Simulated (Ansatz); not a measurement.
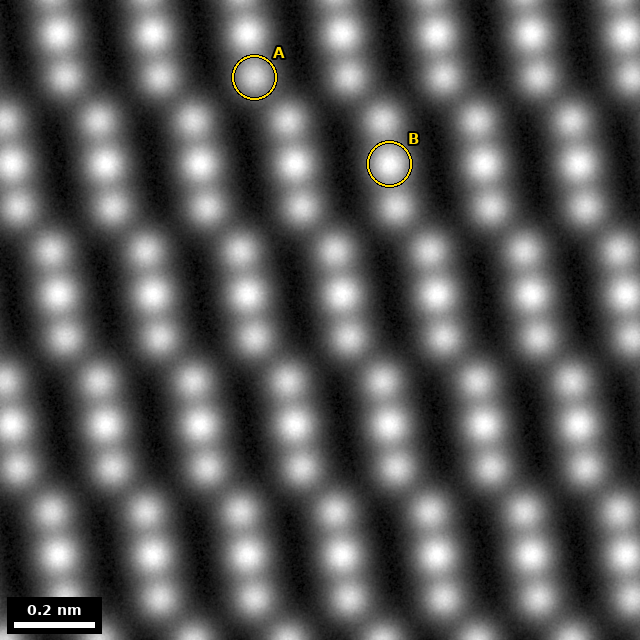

Integrated-DPC-like image of RuBr2 (P-3m1, No. 164) along [201]. Simulated as the projected potential of neutral atoms (B = 0.3 Å²) blurred by a 0.50 Å probe, the thin-sample limit of integrated differential phase contrast. The display is stretched by a gamma of 0.65; percentages refer to the linear signal. Shot noise was added. Atomic positions: the geometry relaxed at fixed volume with DFT PBEsol, scalar-relativistic, plane waves, PAW (Ansatz); the starting structure was generated, so it need not be a known form of this composition.

```cif
data_structure
_symmetry_space_group_name_H-M 'P 1'
_symmetry_Int_Tables_number 1
_cell_length_a 3.7265
_cell_length_b 3.7265
_cell_length_c 6.0243
_cell_angle_alpha 90.000
_cell_angle_beta 90.000
_cell_angle_gamma 120.000
_cell_volume 72.45
loop_
_atom_site_label
_atom_site_type_symbol
_atom_site_fract_x
_atom_site_fract_y
_atom_site_fract_z
_atom_site_occupancy
Ru1 Ru 0.00000 0.00000 0.00000 1
Br1 Br 0.33333 0.66667 0.21335 1
Br2 Br 0.66667 0.33333 0.78665 1
```

Which atoms make up the marked columns?

Answer. A: Br (1 Br per 9.58 Å along the beam; about 80 % of the brightest peak). B: Ru (1 Ru per 9.58 Å along the beam; the brightest kind). Brightness is counted from the darkest point of the image.
